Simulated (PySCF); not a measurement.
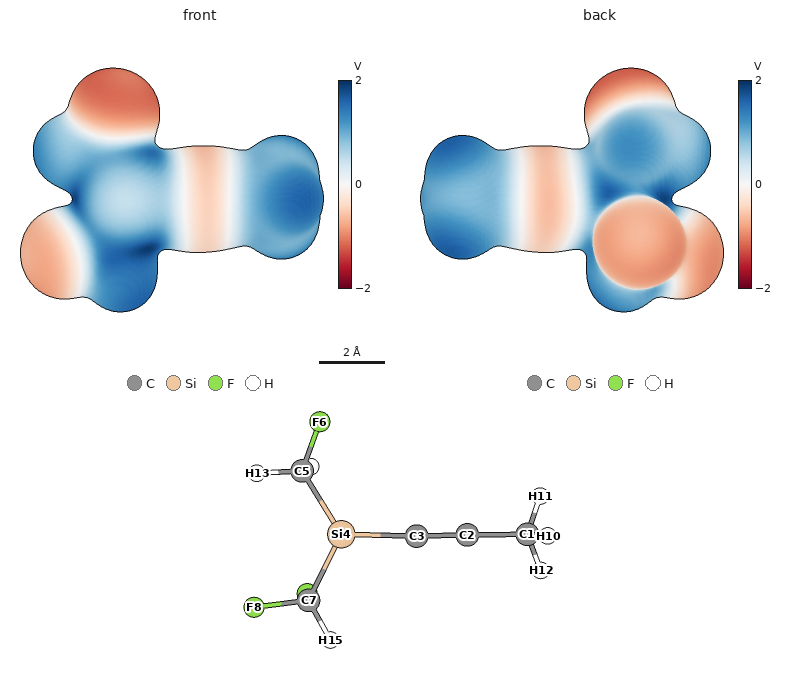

Figure. C₅H₆F₃Si (doublet). The electrostatic potential painted on the density surface at 0.004 e/bohr³, seen from the front and from behind; the colour scale runs from red (negative) to blue (positive). The bare structure is drawn below in the same view.

Geometry: GFN2-xTB.

Theory: UKS B3LYP, pcH-1 on C F H Si, non-relativistic, mean-field spin-orbit, GIAO in PySCF 2.14.0, density-fitted response routines.

Input file:

```
{"job": {"kind": "epr", "basis": "pcH-1"}, "charge": 0, "multiplicity": 2}
C      3.394756    -0.201529     0.051409
C      1.976826    -0.008467     0.214455
C      0.776331     0.109334     0.318032
Si    -0.991000     0.477307     0.603509
C     -1.874521     1.397096    -0.836017
F     -1.351923     2.661036    -1.001022
C     -1.909304    -1.229745     0.790540
F     -3.190791    -1.052700     1.217533
F     -2.008332    -1.842678    -0.427781
H      3.930655     0.266848     0.876812
H      3.723267     0.248614    -0.884872
H      3.627501    -1.265901     0.034758
H     -2.948493     1.520930    -0.663829
H     -1.726740     0.873680    -1.787579
H     -1.432646    -1.945837     1.472140
```

Run with:

```sh
OMP_NUM_THREADS=1 python probes_run.py task.json out
```

Q: Which sites attract a positive test charge, and which a negative one?

A: A positive charge is drawn to the negative regions and a negative charge to the positive ones. The most negative region (about −1.2 V) lies over F6, the most positive (about +1.8 V) over Si4.
